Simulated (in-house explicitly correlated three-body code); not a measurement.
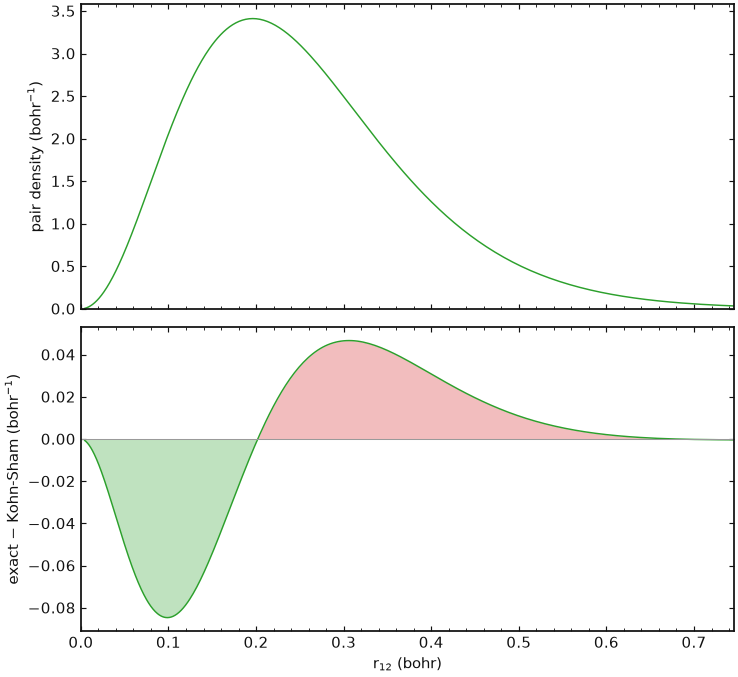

Two electrons around a point charge Z = 9 (F⁷⁺). Computed variationally in 260 exponentially correlated functions with an in-house code, non-relativistic, converged to about 10⁻⁸ of the energy. The plot shows the distribution of the distance r₁₂ between the electrons in the ground state (one pair, times 4πr₁₂²) and its difference from that of the Kohn-Sham determinant with the same density, the Coulomb hole.

### How large and how deep is the Coulomb hole?

The pair density peaks near r₁₂ = 0.20 bohr, and ⟨r₁₂⟩ = 0.2564 bohr. Correlation takes weight from short distances: the hole is deepest (−0.085 bohr⁻¹) near 0.099 bohr and first changes sign near 0.20 bohr, moving 0.97 % of the pair outwards. The mean cosine of the angle between the electrons is −0.0148, and the density-functional correlation energy is −45.58 millihartree.
